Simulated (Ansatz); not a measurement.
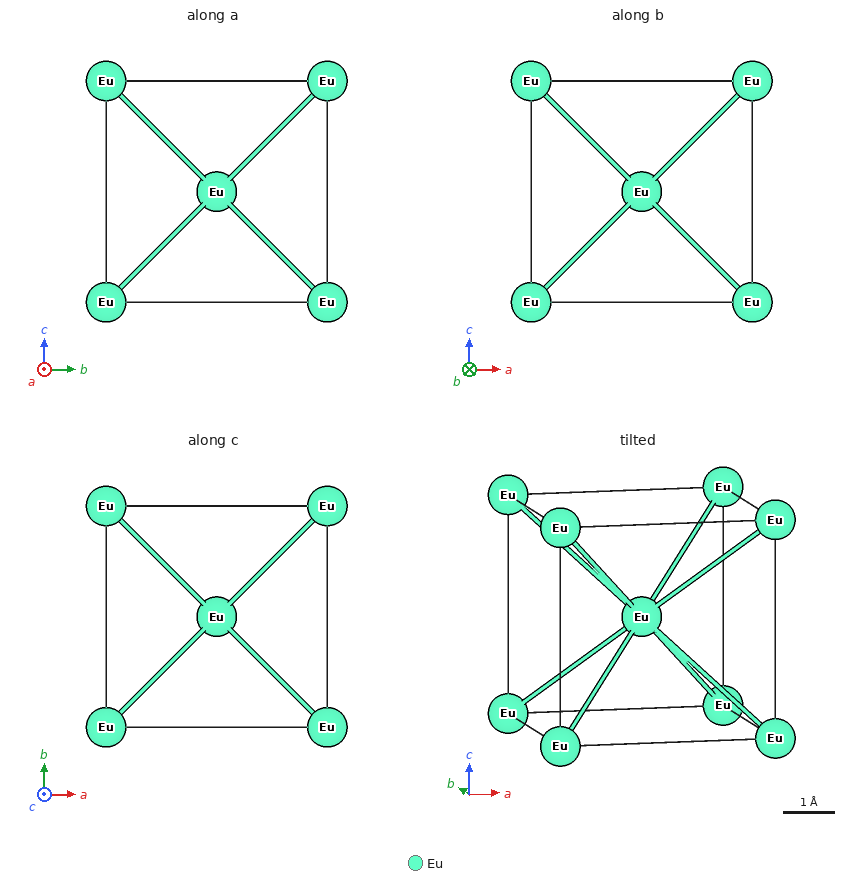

The image is a ball-and-stick drawing of a crystal, viewed along the a axis, along the b axis, along the c axis and slightly off an axis. The conventional unit cell is outlined; an atom on or near a face, edge or corner is repeated at each equivalent position.

Lattice parameters: a = 4.385 Å, b = 4.385 Å, c = 4.385 Å, α = 90.00°, β = 90.00°, γ = 90.00°.

**Write the structure as a table of Wyckoff sites.**

Space group Im-3m (No. 229).
```json
{"atom": "Eu", "site": "2a", "x": "0.0000", "y": "0.0000", "z": "0.0000"}
```

The structure was taken from the standard structure of this element. Relaxation method: DFT PBE, scalar-relativistic, plane waves, PAW (Ansatz).
